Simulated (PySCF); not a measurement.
# One shape, several levels: SiH3F (SMILES F[SiH3])

Aim: a comparison of 6 runs (B3LYP/def2-TZVPP, BLYP/def2-TZVPP, SVWN5/def2-TZVPP, TPSS/def2-TZVPP, wB97M-V/def2-TZVPP, SCS-MP2/def2-TZVPP) of SiH3F. The job is set up through a Python script.

The calculation is run with PySCF 2.14.0.

3 further runs of the same task are left out: 3 set aside as unsound or not needed.

## 1. The structure to begin with

SiH3F: 5 atoms, total charge 0, spin state singlet. SMILES: `F[SiH3]`. The Si2–H3 distance was set to 3.260 Å, away from the relaxed value. At this shape a bond of the SMILES string is far longer than usual.

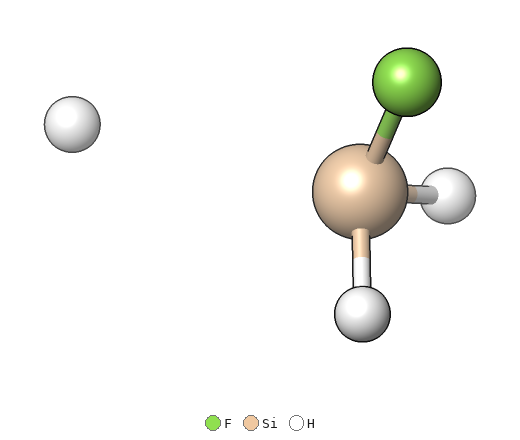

Viewed from a chosen angle; fluorine green, silicon light orange, hydrogen white.

## 2. A single-point energy at B3LYP/def2-TZVPP (run 1)

input.py reads:

```python
from pyscf import gto, dft

mol = gto.M(
    atom='''
F       -0.781271       0.370764       2.553632
Si       0.536629       0.188664       1.664932
H       -0.367800      -0.192600      -1.443700
H        1.261929      -1.009936       2.147232
H        1.373829       1.401364       1.819032
''',
    verbose=3,
    max_memory=1860,
    basis='def2-tzvpp',
)

mf = dft.RKS(mol)
mf.xc = 'b3lyp'
mf.grids.level = 5
mf.conv_tol = 1e-10
mf.kernel()
if not mf.converged:
    mf = mf.newton().run(mf.mo_coeff, mf.mo_occ)

e_tot = mf.e_tot
print('Final energy', e_tot)
```

The run is started by

```console
OMP_NUM_THREADS=1 python input.py
```

The log of the run:

```text
converged SCF energy = -391.105178107888
Final energy -391.10517810788815
```

Run time: 28 s. Hardware: 1 thread of Intel Xeon at 2.70GHz, shared host; peak memory 0.6 GiB.

## 3. The energy at BLYP/def2-TZVPP (run 2)

run.py reads:

```python
from pyscf import gto, dft

mol = gto.M(
    atom='''
F     -0.781271     0.370764     2.553632
Si     0.536629     0.188664     1.664932
H     -0.367800    -0.192600    -1.443700
H      1.261929    -1.009936     2.147232
H      1.373829     1.401364     1.819032
''',
    verbose=3,
    max_memory=1860,
    basis='def2-tzvpp',
    charge=0,
    spin=0,
)

myscf = dft.RKS(mol)
myscf.xc = 'blyp'
myscf.conv_tol = 1e-10
myscf.grids.level = 5
myscf.kernel()
if not myscf.converged:
    myscf = myscf.newton().run(myscf.mo_coeff, myscf.mo_occ)

etot = myscf.e_tot
print(f'total energy: {etot:.8f} hartree')
```

The run is started by

```console
OMP_NUM_THREADS=1 python run.py
```

The log of the run:

```text
converged SCF energy = -391.077929039052
total energy: -391.07792904 hartree
```

Wall time 18 s (1 thread of Intel Xeon at 2.70GHz, shared host); peak memory 0.6 GiB.

Run 3 isn't shown in full; the table further down has it.

## 4. A single-point energy at TPSS/def2-TZVPP (run 4)

run.py reads:

```python
from pyscf import gto, dft

system = gto.M(
    atom='''
F   -0.781271   0.370764   2.553632
Si   0.536629   0.188664   1.664932
H   -0.367800  -0.192600  -1.443700
H    1.261929  -1.009936   2.147232
H    1.373829   1.401364   1.819032
''',
    charge=0,
    verbose=3,
    basis='def2-tzvpp',
    max_memory=1860,
)

calc0 = dft.RKS(system, xc='tpss')
calc0.conv_tol = 1e-10
calc0.grids.level = 5
calc0.kernel()
if not calc0.converged:
    calc0 = calc0.newton().run(calc0.mo_coeff, calc0.mo_occ)

e_final = calc0.e_tot
print('Final energy', e_final)
```

The run is started by

```console
OMP_NUM_THREADS=1 python run.py
```

The log of the run:

```text
converged SCF energy = -391.11506131403
Final energy -391.11506131402984
```

Run time: 31 s. Hardware: 1 thread of Intel Xeon at 2.70GHz, shared host; peak memory 0.66 GiB.

Run 5 isn't shown in full; the table further down has it.

## 5. A single-point energy at SCS-MP2/def2-TZVPP (run 6)

input.py reads:

```python
from pyscf import gto, mp

mol = gto.M(
    atom='''
F     -1.476388     0.700642     4.825665
Si     1.014082     0.356523     3.146265
H     -0.695041    -0.363961    -2.728198
H      2.384700    -1.908502     4.057680
H      2.596161     2.648194     3.437472
''',
    verbose=3,
    spin=0,
    max_memory=1860,
    unit='bohr',
    charge=0,
    basis='def2-tzvpp',
)

mf = mol.RHF()
mf.conv_tol = 1e-10
mf.kernel()
if not mf.converged:
    mf = mf.newton().run(mf.mo_coeff, mf.mo_occ)

pt = mp.MP2(mf, frozen=6).run()
etot = mf.e_tot + 1.2 * pt.e_corr_os + pt.e_corr_ss / 3
print(f'total energy: {etot:.8f} hartree')
```

The run is started by

```console
OMP_NUM_THREADS=1 python input.py
```

The log of the run:

```text
converged SCF energy = -390.029751122935
E(RMP2) = -390.43389688109  E_corr = -0.404145758155273
E(SCS-RMP2) = -390.441804471316  E_corr = -0.412053348381817
total energy: -390.44180447 hartree
```

Run time: 3.3 s. Hardware: 1 thread of Intel Xeon at 2.70GHz, shared host; peak memory 0.32 GiB.

## 6. All runs side by side

| run | level | nlc grid | integration grid | energy (Eh) | dipole moment (D) of the reference | HOMO energy (eV) | LUMO energy (eV) | wall time |
| --- | --- | --- | --- | --- | --- | --- | --- | --- |
| 1 | B3LYP/def2-TZVPP | – | 5 | -391.105178 | 2.56 | -6.61 | -4.11 | 28 s |
| 2 | BLYP/def2-TZVPP | – | 5 | -391.077929 | 2.42 | -5.82 | -4.45 | 18 s |
| 3 | SVWN5/def2-TZVPP | – | 5 | -389.262925 | 2.15 | -5.98 | -4.57 | 10 s |
| 4 | TPSS/def2-TZVPP | – | 5 | -391.115061 | 2.48 | -6.04 | -4.51 | 31 s |
| 5 | wB97M-V/def2-TZVPP | 1 | 5 | -391.007485 | 2.85 | -8.40 | -2.17 | 59 s |
| 6 | SCS-MP2/def2-TZVPP | – | – | -390.441804 | 3.58 | -8.32 | -1.06 | 3.3 s |

## 7. Results

```
                                          quantity          value
                               run 6: total energy  -390.44180 Eh
       run 6: dipole moment (Hartree–Fock density)         3.58 D
        run 6: HOMO energy (Hartree–Fock orbitals)       -8.32 eV
        run 6: LUMO energy (Hartree–Fock orbitals)       -1.06 eV
      run 6: HOMO–LUMO gap (Hartree–Fock orbitals)        7.26 eV
run 6: correlation energy (6 core orbitals frozen)     -412.1 mEh
```

**Reading.** Over runs 1, 2, 3, 4, 5 the dipole moment (its size) runs from 2.15 D (SVWN5/def2-TZVPP) to 2.85 D (wB97M-V/def2-TZVPP). Over runs 1, 2, 3, 4, 5 the HOMO–LUMO gap runs from 1.37 eV (BLYP/def2-TZVPP) to 6.22 eV (wB97M-V/def2-TZVPP). Totals of different functionals can't be ranked against each other. In runs 1, 2, 3, 4, 5, 6 a closed-shell determinant meets a far-stretched bond, which it describes badly. All runs together took 2.5 min, the longest 59 s.
